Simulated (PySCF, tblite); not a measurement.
# C2H7AlF2O: dynamics, then NMR shifts on frames, part 2 of 2

tblite 0.8.0 and PySCF 2.14.0. Atoms count from 0. Earlier steps stand in the parts before.

## Step 5: Shielding tensors: 625 fs, PBE0/pcSseg-1

What the job is given:

```
{"job": {"kind": "nmr", "xc": "PBE0", "basis": "pcSseg-1", "pop": false}, "charge": 0, "multiplicity": 1}
F     -1.563700    -2.287100    -0.198300
C     -1.884000    -1.212100     0.559700
O     -0.821100    -0.406700     0.752500
Al     0.223200    -0.113400     2.517300
C     -0.598300     0.610500    -0.262000
F     -1.847300     1.272200    -0.383700
H     -2.074800    -1.548700     1.580500
H     -2.654900    -0.668000     0.196500
H      1.162600    -1.383100     2.723800
H      1.013100     1.147800     2.216700
H     -1.106300     0.129100     3.324700
H      0.136200     1.256400     0.100700
H     -0.442800     0.094200    -1.197800
```

Level: GIAO PBE0/pcSseg-1 NMR shielding, non-relativistic, gas phase.

Log:

```text
coarse grid: 11400 points
cycle   1  E = -597.0342909044  dE =  5.945e-01  |g| = 7.380e-01  |ddm| = 2.922e+00
cycle   2  E = -596.9616439325  dE =  7.265e-02  |g| = 1.034e+00  |ddm| = 8.777e-01
cycle   3  E = -597.1274111465  dE = -1.658e-01  |g| = 6.966e-02  |ddm| = 5.080e-01
cycle   4  E = -597.1279596989  dE = -5.486e-04  |g| = 3.890e-02  |ddm| = 5.479e-02
cycle   5  E = -597.1281782856  dE = -2.186e-04  |g| = 8.577e-03  |ddm| = 2.236e-02
cycle   6  E = -597.1281897801  dE = -1.149e-05  |g| = 2.435e-03  |ddm| = 6.231e-03
cycle   7  E = -597.1281908942  dE = -1.114e-06  |g| = 7.074e-04  |ddm| = 1.760e-03
final grid: 106328 points
cycle   8  E = -597.1875065668  dE = -3.414e-05  |g| = 1.096e-02  |ddm| = 1.892e-02
cycle   9  E = -597.1874879616  dE =  1.861e-05  |g| = 1.537e-02  |ddm| = 1.200e-02
cycle  10  E = -597.1875273626  dE = -3.940e-05  |g| = 1.102e-03  |ddm| = 7.212e-03
cycle  11  E = -597.1875275981  dE = -2.355e-07  |g| = 3.232e-04  |ddm| = 8.997e-04
cycle  12  E = -597.1875276128  dE = -1.476e-08  |g| = 1.256e-04  |ddm| = 2.144e-04
cycle  13  E = -597.1875276150  dE = -2.145e-09  |g| = 1.865e-05  |ddm| = 6.549e-05
cycle  14  E = -597.1875276150  dE = -5.048e-11  |g| = 8.318e-06  |ddm| = 1.761e-05
converged SCF energy = -597.1875276150

GIAO shielding tensors (ppm)
atom      isotropic    diamagn.    paramagn.     s11        s22        s33       span
  0 F      370.027     472.245    -102.218    258.744    378.830    472.508    213.764
  1 C       96.115     236.510    -140.395     65.624     88.259    134.461     68.837
  2 O      222.421     402.438    -180.017    166.847    218.006    282.411    115.564
  3 Al     378.446     794.732    -416.286    335.478    368.350    431.509     96.032
  4 C       73.055     245.860    -172.805     50.506     68.078    100.581     50.075
  5 F      342.753     471.610    -128.857    202.737    379.007    446.514    243.777
  6 H       26.223      27.475      -1.251     20.878     27.500     30.292      9.413
  7 H       27.435      29.911      -2.476     22.653     29.558     30.095      7.442
  8 H       26.693      29.038      -2.344     23.612     25.731     30.737      7.125
  9 H       27.493      30.338      -2.845     24.087     27.179     31.214      7.127
 10 H       27.096      29.328      -2.232     23.807     26.565     30.917      7.110
 11 H       25.813      30.976      -5.163     21.640     27.094     28.704      7.065
 12 H       25.805      30.435      -4.630     21.561     26.107     29.748      8.187
```

Wall time 19 s (1 thread of Arm Neoverse N1, shared host); peak memory 0.78 GiB.

In short: δ C4 113.9, C1 90.8, F5 -171.8, F0 -199.1, H12 5.91, H11 5.90 ppm.

## Step 6: NMR shieldings: 800 fs, PBE0/pcSseg-1

What the job is given:

```
{"job": {"kind": "nmr", "xc": "PBE0", "basis": "pcSseg-1", "pop": false}, "charge": 0, "multiplicity": 1}
F     -0.553300    -2.140900    -0.088200
C     -1.605500    -1.334100     0.336600
O     -1.074700    -0.112700     0.789500
Al    -1.238600     0.255800     2.492700
C     -0.464900     0.820000    -0.175100
F     -1.464500     1.162300    -0.999300
H     -2.140500    -1.712400     1.202200
H     -2.093700    -1.267900    -0.644700
H     -0.463900    -0.801800     3.426700
H     -0.312900     1.561100     2.393500
H     -2.812900     0.410700     2.621400
H     -0.297000     1.634600     0.465700
H      0.320100     0.498100    -0.903900
```

With the program's defaults for keys left out, this is: GIAO PBE0/pcSseg-1 NMR shielding, non-relativistic, gas phase.

Log:

```text
coarse grid: 11400 points
cycle   1  E = -597.0014697106  dE =  6.828e-01  |g| = 7.783e-01  |ddm| = 2.927e+00
cycle   2  E = -596.9249667770  dE =  7.650e-02  |g| = 1.081e+00  |ddm| = 9.501e-01
cycle   3  E = -597.1086062034  dE = -1.836e-01  |g| = 6.610e-02  |ddm| = 5.295e-01
cycle   4  E = -597.1091813936  dE = -5.752e-04  |g| = 3.342e-02  |ddm| = 6.066e-02
cycle   5  E = -597.1093429202  dE = -1.615e-04  |g| = 1.066e-02  |ddm| = 2.174e-02
cycle   6  E = -597.1093611427  dE = -1.822e-05  |g| = 2.552e-03  |ddm| = 7.039e-03
cycle   7  E = -597.1093624663  dE = -1.324e-06  |g| = 4.139e-04  |ddm| = 1.906e-03
final grid: 106328 points
cycle   8  E = -597.1676809042  dE = -2.769e-05  |g| = 1.098e-02  |ddm| = 1.790e-02
cycle   9  E = -597.1676616550  dE =  1.925e-05  |g| = 1.554e-02  |ddm| = 1.205e-02
cycle  10  E = -597.1677015955  dE = -3.994e-05  |g| = 1.013e-03  |ddm| = 7.208e-03
cycle  11  E = -597.1677018018  dE = -2.062e-07  |g| = 3.251e-04  |ddm| = 8.670e-04
cycle  12  E = -597.1677018166  dE = -1.487e-08  |g| = 1.147e-04  |ddm| = 2.047e-04
cycle  13  E = -597.1677018184  dE = -1.817e-09  |g| = 1.502e-05  |ddm| = 6.130e-05
cycle  14  E = -597.1677018185  dE = -3.672e-11  |g| = 5.030e-06  |ddm| = 1.340e-05
converged SCF energy = -597.1677018185

GIAO shielding tensors (ppm)
atom      isotropic    diamagn.    paramagn.     s11        s22        s33       span
  0 F      336.103     475.168    -139.065    206.988    363.258    438.063    231.075
  1 C       81.144     238.632    -157.488     51.283     80.445    111.704     60.421
  2 O      199.921     400.010    -200.089    145.846    190.120    263.798    117.951
  3 Al     413.838     795.731    -381.893    393.594    400.363    447.557     53.963
  4 C       71.067     242.135    -171.067     50.338     67.117     95.748     45.410
  5 F      346.787     471.493    -124.706    218.334    338.114    483.914    265.579
  6 H       25.499      27.242      -1.743     20.714     26.856     28.927      8.213
  7 H       24.741      27.552      -2.811     20.400     25.497     28.327      7.926
  8 H       26.703      28.937      -2.233     23.637     25.543     30.929      7.292
  9 H       27.373      29.824      -2.450     23.897     27.327     30.896      7.000
 10 H       27.206      29.024      -1.818     23.898     25.916     31.805      7.906
 11 H       24.565      30.161      -5.596     19.734     25.796     28.166      8.432
 12 H       24.413      28.489      -4.076     20.382     24.529     28.328      7.946
```

Wall time 19 s (1 thread of Arm Neoverse N1, shared host); peak memory 0.78 GiB.

This run: δ C4 115.9, C1 105.8, F0 -165.2, F5 -175.8, H12 7.30, H11 7.15 ppm.

## Step 7: Nuclear shieldings: 1000 fs, PBE0/pcSseg-1

What the job is given:

```
{"job": {"kind": "nmr", "xc": "PBE0", "basis": "pcSseg-1", "pop": false}, "charge": 0, "multiplicity": 1}
F     -0.220300    -2.221000    -0.102500
C     -1.354900    -1.777300     0.483200
O     -1.278700    -0.435000     0.941000
Al    -1.831300    -0.228900     2.713400
C     -0.972000     0.621900    -0.032200
F     -1.732300     0.534200    -1.202500
H     -1.370800    -2.368500     1.431900
H     -2.192800    -1.821100    -0.221000
H     -0.821000    -1.388400     3.390700
H     -1.580600     1.231600     2.629400
H     -3.203700    -0.930500     2.240800
H     -1.277300     1.636200     0.501800
H      0.142700     0.331100    -0.202000
```

Level: GIAO PBE0/pcSseg-1 NMR shielding, non-relativistic, gas phase.

Log:

```text
coarse grid: 11400 points
cycle   1  E = -596.9957836502  dE =  4.753e-01  |g| = 7.947e-01  |ddm| = 2.909e+00
cycle   2  E = -596.9013406333  dE =  9.444e-02  |g| = 1.133e+00  |ddm| = 9.322e-01
cycle   3  E = -597.1071652403  dE = -2.058e-01  |g| = 6.076e-02  |ddm| = 5.387e-01
cycle   4  E = -597.1076409210  dE = -4.757e-04  |g| = 3.194e-02  |ddm| = 5.092e-02
cycle   5  E = -597.1077881752  dE = -1.473e-04  |g| = 9.602e-03  |ddm| = 2.005e-02
cycle   6  E = -597.1078016280  dE = -1.345e-05  |g| = 2.376e-03  |ddm| = 5.883e-03
cycle   7  E = -597.1078027108  dE = -1.083e-06  |g| = 6.792e-04  |ddm| = 1.925e-03
final grid: 106328 points
cycle   8  E = -597.1663729323  dE = -2.463e-05  |g| = 1.117e-02  |ddm| = 1.619e-02
cycle   9  E = -597.1663489960  dE =  2.394e-05  |g| = 1.646e-02  |ddm| = 1.272e-02
cycle  10  E = -597.1663938363  dE = -4.484e-05  |g| = 9.769e-04  |ddm| = 7.856e-03
cycle  11  E = -597.1663940142  dE = -1.778e-07  |g| = 3.716e-04  |ddm| = 8.344e-04
cycle  12  E = -597.1663940342  dE = -2.000e-08  |g| = 9.468e-05  |ddm| = 2.185e-04
cycle  13  E = -597.1663940355  dE = -1.292e-09  |g| = 2.072e-05  |ddm| = 5.964e-05
cycle  14  E = -597.1663940356  dE = -7.617e-11  |g| = 6.609e-06  |ddm| = 1.787e-05
converged SCF energy = -597.1663940356

GIAO shielding tensors (ppm)
atom      isotropic    diamagn.    paramagn.     s11        s22        s33       span
  0 F      359.477     475.373    -115.896    277.936    342.672    457.824    179.889
  1 C       79.551     235.540    -155.989     50.022     80.982    107.649     57.626
  2 O      213.210     403.695    -190.485    164.545    227.108    247.976     83.430
  3 Al     410.407     794.406    -383.999    375.255    407.745    448.221     72.966
  4 C       65.477     247.193    -181.716     34.885     66.356     95.189     60.304
  5 F      330.483     472.561    -142.078    236.216    339.770    415.464    179.248
  6 H       24.148      27.544      -3.396     18.650     25.808     27.987      9.338
  7 H       25.386      27.464      -2.078     21.817     25.700     28.641      6.824
  8 H       26.393      28.692      -2.299     23.276     25.725     30.178      6.901
  9 H       28.270      30.753      -2.483     24.318     28.089     32.402      8.084
 10 H       27.126      28.260      -1.135     23.603     26.270     31.505      7.902
 11 H       22.888      27.005      -4.117     17.997     24.096     26.572      8.575
 12 H       23.522      29.422      -5.900     19.086     23.217     28.263      9.178
```

It took 19 s on 1 thread of Arm Neoverse N1, shared host; peak memory 0.78 GiB.

This run: δ C4 121.4, C1 107.4, F5 -159.5, F0 -188.5, H11 8.83, H12 8.20 ppm.

## Step 8: Comparing the runs: NMR shifts

Shifts (ppm) of some atoms, chosen among heavy atoms and hydrogens apart, with basis size and wall time:

| frame | C1 | H6 | H11 | F0 | F5 | O2 | Al3 | functions | time |
| --- | --- | --- | --- | --- | --- | --- | --- | --- | --- |
| 250 fs | 103.3 | 6.91 | 6.43 | -187.4 | -192.2 | 128.5 | 113.2 | 144 | 19 s |
| 425 fs | 126.8 | 8.37 | 6.64 | -136.2 | -147.5 | 143.9 | 97.8 | 144 | 19 s |
| 625 fs | 90.8 | 5.49 | 5.90 | -199.1 | -171.8 | 113.7 | 111.5 | 144 | 19 s |
| 800 fs | 105.8 | 6.22 | 7.15 | -165.2 | -175.8 | 136.2 | 76.1 | 144 | 19 s |
| 1000 fs | 107.4 | 7.57 | 8.83 | -188.5 | -159.5 | 122.9 | 79.6 | 144 | 19 s |

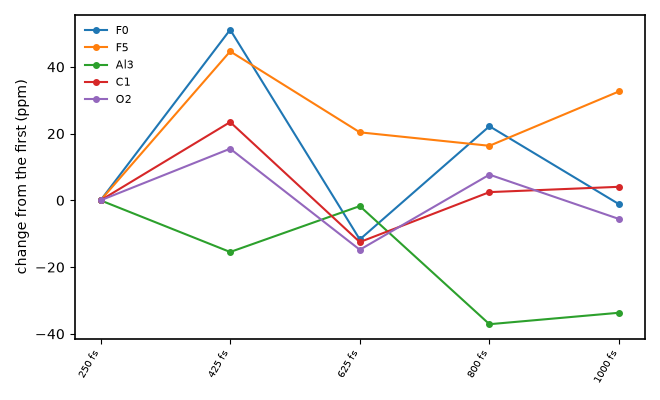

How five of the tabulated atoms move from run to run.

## Step 9: Summary of results

What follows sums up all 2 parts.

| quantity | value |
| --- | --- |
| thermostat | 600 K |
| mean temperature, second half | 579 K |
| mean potential energy above the minimum | 0.87 eV |
| 13C shifts against TMS (PBE0/pcSseg-1, 250 fs) | 105.5, 103.3 ppm |
| 1H shifts against TMS (PBE0/pcSseg-1, 250 fs) | 7.76, 6.91, 6.43, 5.69, 5.11, 4.91, 4.57 ppm |
| 19F shifts against CFCl3 (PBE0/pcSseg-1, 250 fs) | -187.4, -192.2 ppm |
| 17O shifts against H2O (PBE0/pcSseg-1, 250 fs) | 128.5 ppm |
| 27Al shifts against AlH4- (PBE0/pcSseg-1, 250 fs) | 113.2 ppm |
| range of the shift of F0 | -199.1 to -136.2 ppm |

What this shows: In the second half the potential energy averages 0.87 eV above the minimum; equipartition over 33 harmonic modes at 600 K would give 0.85 eV. With 13 atoms the temperature swings widely (259 to 870 K). Shifts at one fixed geometry are not the observed spectrum, which averages over the motion. In the first frame run (250 fs): The largest span, 228 ppm, is at F0, where the paramagnetic term is -115 ppm. Across the 5 runs the shift of F0 moves most, between -199.1 (625 fs) and -136.2 ppm (425 fs).
